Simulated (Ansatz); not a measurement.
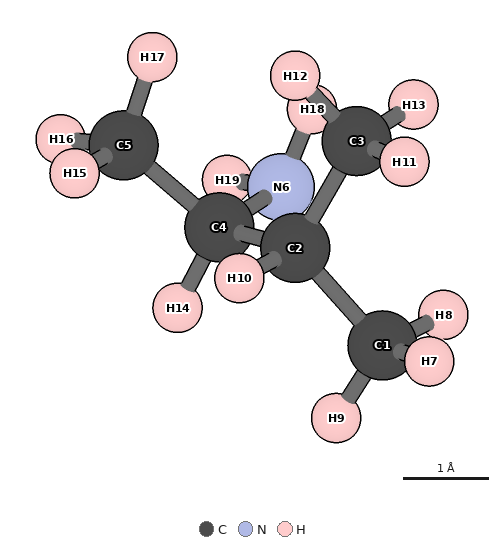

*The input geometry (ball-and-stick view, seen at a tilt; atoms are numbered from 1 in the order of the input).*

Bond lengths as drawn: C–C 1.48 to 1.57 Å, C–H 1.07 to 1.13 Å, C–N 1.52 Å and H–N 1.01 to 1.02 Å.

**Geometry relaxation, with input and output: C₅H₁₃N (part 1 of 2)**

- system: C₅H₁₃N
- method: RKS LDA/STO-3G (Ansatz 0.2.0)

It belongs to a series of runs on one base structure; here: end point A relaxed. Figures and captions count atoms from 1; the log counts them from 0 in places.

## What the program printed
```
The last accepted step is kept in [file] (removed where the run ends without a failure and the disk answers)
Engine: ansatz 0.2.0, aarch64-unknown-linux-gnu
Functional definition: SPW92
  exchange = slater_x
  correlation = pw_c
663 factors; integrals over basis functions are off by at most 1.2e-5 eV
mean field evaluation 1: about -6738.0952 eV, gradient 1.6e1 eV
mean field evaluation 2: about -6737.7409 eV, gradient 2.0e1 eV
mean field evaluation 4: about -6738.8295 eV, gradient 6.2e-1 eV
mean field evaluation 8: about -6738.6318 eV, gradient 1.6e-2 eV
mean field -6738.63178753 eV, -247.6401505832 hartree, gradient 6.1e-5 eV, S^2 0.000000; 0 other end points of the search recorded, 0 dependent functions left out
the calculation of the forces begins
reference -6738.63181501 eV, -247.6401515929 hartree; 25, 25 occupied and 18, 18 virtual orbitals, 663 factors
relax step   1: F+E_penalty+E_count = -6738.63178753 eV  Δ(F+E_penalty+E_count) = +0.000e0 eV  max|allowed force component| = 4.982e0 eV/Å  Δτ_max = 0.0000 Å  (21 SCF iters, accepted)
these checks for a lower state are left out or cut short: starts, cluster_reference, orbital_swaps, neighbouring_geometries, increment
663 factors; integrals over basis functions are off by at most 1.8e-5 eV
mean field evaluation 16: about -6739.1574 eV, gradient 3.2e-1 eV
mean field -6739.15785896 eV, -247.6594833514 hartree, gradient 2.2e-5 eV, S^2 0.000000; 0 other end points of the search recorded, 0 dependent functions left out
the calculation of the forces begins
reference -6739.15788623 eV, -247.6594843537 hartree; 25, 25 occupied and 18, 18 virtual orbitals, 663 factors
relax step   2: F+E_penalty+E_count = -6739.15785896 eV  Δ(F+E_penalty+E_count) = -5.261e-1 eV  max|allowed force component| = 8.710e-1 eV/Å  Δτ_max = 0.1407 Å  (23 SCF iters, accepted)
these checks for a lower state are left out or cut short: starts, cluster_reference, orbital_swaps, neighbouring_geometries, increment
663 factors; integrals over basis functions are off by at most 1.9e-5 eV
mean field -6739.22786494 eV, -247.6620560238 hartree, gradient 1.6e-5 eV, S^2 0.000000; 0 other end points of the search recorded, 0 dependent functions left out
the calculation of the forces begins
reference -6739.22789225 eV, -247.6620570274 hartree; 25, 25 occupied and 18, 18 virtual orbitals, 663 factors
relax step   3: F+E_penalty+E_count = -6739.22786494 eV  Δ(F+E_penalty+E_count) = -7.001e-2 eV  max|allowed force component| = 1.728e-1 eV/Å  Δτ_max = 0.0681 Å  (24 SCF iters, accepted)
these checks for a lower state are left out or cut short: starts, cluster_reference, orbital_swaps, neighbouring_geometries, increment
663 factors; integrals over basis functions are off by at most 2.3e-5 eV
mean field evaluation 32: about -6739.2369 eV, gradient 5.0e-4 eV
mean field -6739.23689239 eV, -247.6623877766 hartree, gradient 1.9e-5 eV, S^2 0.000000; 0 other end points of the search recorded, 0 dependent functions left out
the calculation of the forces begins
reference -6739.23691981 eV, -247.6623887842 hartree; 25, 25 occupied and 18, 18 virtual orbitals, 663 factors
relax step   4: F+E_penalty+E_count = -6739.23689239 eV  Δ(F+E_penalty+E_count) = -9.027e-3 eV  max|allowed force component| = 1.639e-1 eV/Å  Δτ_max = 0.1115 Å  (23 SCF iters, accepted)
these checks for a lower state are left out or cut short: starts, cluster_reference, orbital_swaps, neighbouring_geometries, increment
663 factors; integrals over basis functions are off by at most 2.3e-5 eV
mean field -6739.23747332 eV, -247.6624091253 hartree, gradient 1.8e-5 eV, S^2 0.000000; 0 other end points of the search recorded, 0 dependent functions left out
the calculation of the forces begins
reference -6739.23750068 eV, -247.6624101308 hartree; 25, 25 occupied and 18, 18 virtual orbitals, 663 factors
relax step   5: F+E_penalty+E_count = -6739.23747332 eV  Δ(F+E_penalty+E_count) = -5.809e-4 eV  max|allowed force component| = 2.083e-1 eV/Å  Δτ_max = 0.0401 Å  (24 SCF iters, accepted)
these checks for a lower state are left out or cut short: starts, cluster_reference, orbital_swaps, neighbouring_geometries, increment
663 factors; integrals over basis functions are off by at most 2.8e-5 eV
mean field -6739.23908562 eV, -247.6624683764 hartree, gradient 1.6e-5 eV, S^2 0.000000; 0 other end points of the search recorded, 0 dependent functions left out
the calculation of the forces begins
reference -6739.23911291 eV, -247.6624693791 hartree; 25, 25 occupied and 18, 18 virtual orbitals, 663 factors
relax step   6: F+E_penalty+E_count = -6739.23908562 eV  Δ(F+E_penalty+E_count) = -1.612e-3 eV  max|allowed force component| = 1.146e-1 eV/Å  Δτ_max = 0.0823 Å  (23 SCF iters, accepted)
these checks for a lower state are left out or cut short: starts, cluster_reference, orbital_swaps, neighbouring_geometries, increment
663 factors; integrals over basis functions are off by at most 2.8e-5 eV
mean field -6739.24083463 eV, -247.6625326513 hartree, gradient 1.8e-5 eV, S^2 0.000000; 0 other end points of the search recorded, 0 dependent functions left out
the calculation of the forces begins
reference -6739.24086192 eV, -247.6625336542 hartree; 25, 25 occupied and 18, 18 virtual orbitals, 663 factors
relax step   7: F+E_penalty+E_count = -6739.24083463 eV  Δ(F+E_penalty+E_count) = -1.749e-3 eV  max|allowed force component| = 5.148e-2 eV/Å  Δτ_max = 0.0482 Å  (24 SCF iters, accepted)
these checks for a lower state are left out or cut short: starts, cluster_reference, orbital_swaps, neighbouring_geometries, increment
663 factors; integrals over basis functions are off by at most 2.8e-5 eV
mean field -6739.24112240 eV, -247.6625432264 hartree, gradient 1.2e-5 eV, S^2 0.000000; 0 other end points of the search recorded, 0 dependent functions left out
the calculation of the forces begins
reference -6739.24114967 eV, -247.6625442288 hartree; 25, 25 occupied and 18, 18 virtual orbitals, 663 factors
relax step   8: F+E_penalty+E_count = -6739.24112240 eV  Δ(F+E_penalty+E_count) = -2.878e-4 eV  max|allowed force component| = 2.623e-2 eV/Å  Δτ_max = 0.0128 Å  (20 SCF iters, accepted)
these checks for a lower state are left out or cut short: starts, cluster_reference, orbital_swaps, neighbouring_geometries, increment
663 factors; integrals over basis functions are off by at most 2.9e-5 eV
mean field evaluation 64: about -6739.2410 eV, gradient 2.4e-1 eV
mean field -6739.24126540 eV, -247.6625484816 hartree, gradient 1.7e-5 eV, S^2 0.000000; 0 other end points of the search recorded, 0 dependent functions left out
the calculation of the forces begins
reference -6739.24129265 eV, -247.6625494832 hartree; 25, 25 occupied and 18, 18 virtual orbitals, 663 factors
relax step   9: F+E_penalty+E_count = -6739.24126540 eV  Δ(F+E_penalty+E_count) = -1.430e-4 eV  max|allowed force component| = 1.061e-2 eV/Å  Δτ_max = 0.0146 Å  (24 SCF iters, accepted)
```

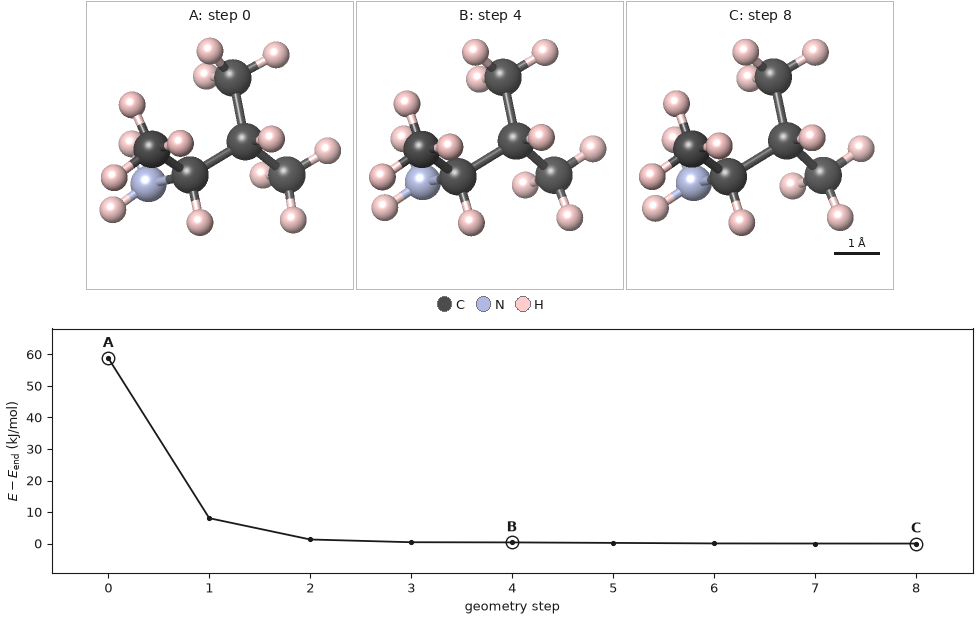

*Frames of the relaxation (ball-and-stick view, seen at a tilt) above the curves, on which the letters mark them (the first geometry is step 0 here and step 1 in the log).*

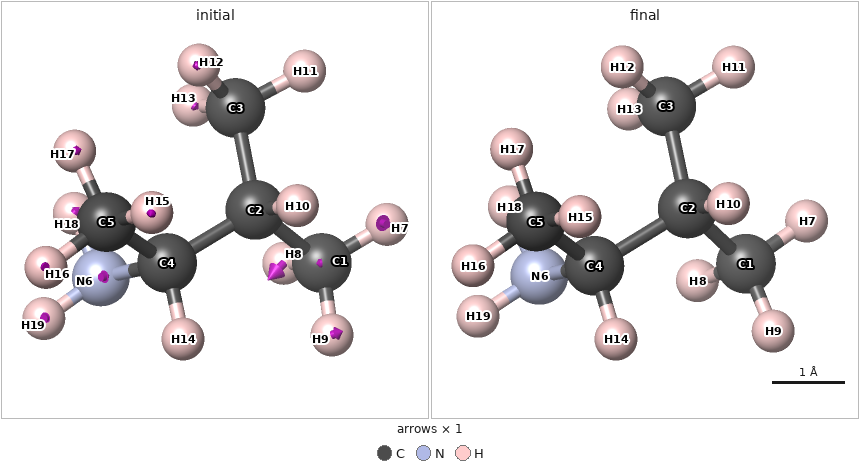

*Before (left) and after (right) the relaxation, at one scale (ball-and-stick view, seen at a tilt). The pink arrows give the displacements, at true length.*

H8 moves most after the best rigid fit: 0.37 Å. By element the largest moves are H 0.37 Å, N 0.16 Å, C 0.08 Å. Distances before and after: C2–C4 1.482 → 1.560 Å, N6–H18 1.010 → 1.065 Å, N6–H19 1.018 → 1.065 Å, C4–C5 1.512 → 1.550 Å. Among the angles that change: C5–C4–N6 106.2° → 114.0°, C4–N6–H19 111.0° → 104.2°, C1–C2–C4 114.0° → 108.2°. After 8 geometry steps the energy has fallen by 58.8 kJ/mol. Largest force component: 5 eV/Å at the start, 0.011 eV/Å at the end. (Atoms are counted from 1 in the order of the input.)

```
663 factors; integrals over basis functions are off by at most 2.9e-5 eV
mean field -6739.24126540 eV, -247.6625484816 hartree, gradient 1.7e-5 eV, S^2 0.000000; 1 other end points of the search recorded, 0 dependent functions left out
the calculation of the forces begins
reference -6739.24129265 eV, -247.6625494832 hartree; 25, 25 occupied and 18, 18 virtual orbitals, 663 factors
Total energy: -6739.24129265 eV, -247.6625494832 hartree
Atom 0 at     0.767154    -1.735915    -0.701758 Å, force     0.002113    -0.000184    -0.002324 eV/Å
Atom 1 at     0.759769    -0.379507     0.029876 Å, force     0.002140    -0.005168    -0.000435 eV/Å
Atom 2 at     1.179385     0.750535    -0.932680 Å, force     0.000312     0.000086    -0.000759 eV/Å
Atom 3 at    -0.667894    -0.148981     0.614650 Å, force    -0.009719     0.000268     0.001700 eV/Å
Atom 4 at    -0.734762     1.119969     1.501828 Å, force    -0.001152     0.002222    -0.004310 eV/Å
Atom 5 at    -1.658531    -0.155640    -0.522707 Å, force     0.010606    -0.004141     0.004243 eV/Å
Atom 6 at     1.696755    -1.876481    -1.274745 Å, force     0.000982    -0.001014    -0.000147 eV/Å
Atom 7 at    -0.099750    -1.746924    -1.383812 Å, force    -0.001273     0.002332     0.002275 eV/Å
Atom 8 at     0.658632    -2.565483     0.014244 Å, force     0.001386     0.001095     0.000447 eV/Å
Atom 9 at     1.471362    -0.402885     0.878744 Å, force    -0.002104     0.000660    -0.001977 eV/Å
Atom 10 at     2.208181     0.580178    -1.286649 Å, force    -0.000675     0.000392    -0.000506 eV/Å
Atom 11 at     1.141392     1.733378    -0.437111 Å, force     0.001047    -0.000472     0.000760 eV/Å
Atom 12 at     0.515702     0.768898    -1.811657 Å, force     0.001252     0.000260     0.001136 eV/Å
Atom 13 at    -0.913688    -1.029237     1.245041 Å, force     0.001665     0.000438     0.001762 eV/Å
Atom 14 at     0.005084     1.062747     2.316349 Å, force     0.001040    -0.001994    -0.001057 eV/Å
Atom 15 at    -1.736660     1.225569     1.949075 Å, force    -0.000916    -0.000543     0.000533 eV/Å
Atom 16 at    -0.523059     2.021091     0.903970 Å, force    -0.000218    -0.001317     0.000516 eV/Å
Atom 17 at    -1.510168     0.785763    -0.997684 Å, force     0.001971     0.008895    -0.007741 eV/Å
Atom 18 at    -2.600803    -0.011275    -0.048474 Å, force    -0.008456    -0.001813     0.005883 eV/Å
Dipole moment:    -0.049054     0.279791     0.193351 e Å
```

## Trajectory as extended XYZ (Å, eV, eV/Å), 9 frames, from step=1 to step=9
```
19
Properties=species:S:1:pos:R:3:forces:R:3 step=1 energy=-6738.63179
C     0.8366   -1.7793   -0.7195   -2.0759   1.9236  -0.4106
C     0.7113   -0.3877   -0.0071    2.5896  -0.9008  -0.4475
C     1.1498    0.7309   -0.9626    0.8121   0.9224   0.3144
C    -0.6156   -0.1402    0.6044   -4.9816  -0.7438   0.5328
C    -0.7445    1.0985    1.4615    1.0313   1.9520   1.5892
N    -1.7423   -0.0733   -0.4103    1.8629  -2.8456  -0.5632
H     1.8394   -1.9376   -1.0565    1.3013  -0.3321  -0.1244
H     0.1821   -1.7383   -1.6229    0.1544  -0.3236   0.5616
H     0.4881   -2.5333   -0.0250   -0.0644  -0.7896   0.1964
H     1.4349   -0.4281    0.8479   -0.1592   0.2478  -0.3577
H     2.1839    0.5206   -1.2937   -0.2812  -0.1324  -0.3281
H     1.2376    1.7044   -0.4219   -0.4207  -0.4202  -0.2645
H     0.4811    0.8515   -1.8382    0.1828  -0.1713   0.2539
H    -0.9402   -0.9958    1.2736    0.6989   0.3207  -0.5418
H     0.0435    1.0732    2.2401    0.0037   0.2713  -0.0712
H    -1.6989    1.2028    2.0243    0.1343  -0.5400  -0.5274
H    -0.6231    2.0506    0.8898    0.0934  -0.6096   0.0887
H    -1.6217    0.7526   -0.9794    0.3614   1.9048  -1.0579
H    -2.6439    0.0243    0.0520   -1.2431   0.2664   1.1573
19
Properties=species:S:1:pos:R:3:forces:R:3 step=2 energy=-6739.15786
C     0.7647   -1.7391   -0.7000   -0.0193   0.5363   0.0046
C     0.7232   -0.3631    0.0245    0.8191  -0.6710  -0.4266
C     1.1542    0.7620   -0.9352    0.0029   0.2615  -0.0667
C    -0.6697   -0.1436    0.6105   -0.8710  -0.1772   0.0355
C    -0.6862    1.1103    1.5099   -0.4956   0.5700   0.2362
N    -1.6867   -0.1538   -0.5115    0.8604  -0.7888   0.3257
H     1.7829   -1.9188   -1.0651    0.1598  -0.2184  -0.0628
H     0.0696   -1.7393   -1.5596    0.0233   0.1183   0.2049
H     0.4597   -2.5390   -0.0110    0.0769  -0.0957   0.0453
H     1.4441   -0.3761    0.8703   -0.0939  -0.1005  -0.0864
H     2.1677    0.5621   -1.3266   -0.1278   0.0208   0.0557
H     1.1636    1.7441   -0.4226    0.0165  -0.2273  -0.1094
H     0.4611    0.8204   -1.7915    0.0698  -0.0098   0.0156
H    -0.9248   -1.0249    1.2481    0.1233   0.1832  -0.1526
H     0.0951    1.0915    2.2927   -0.0800  -0.2122  -0.1792
H    -1.6697    1.1865    2.0096    0.1332   0.0907  -0.0025
H    -0.5357    2.0285    0.9129   -0.0243  -0.1368   0.0203
H    -1.5366    0.7322   -1.0530   -0.0498   0.5462  -0.0689
H    -2.6182   -0.0441   -0.0460   -0.5237   0.3108   0.2113
```
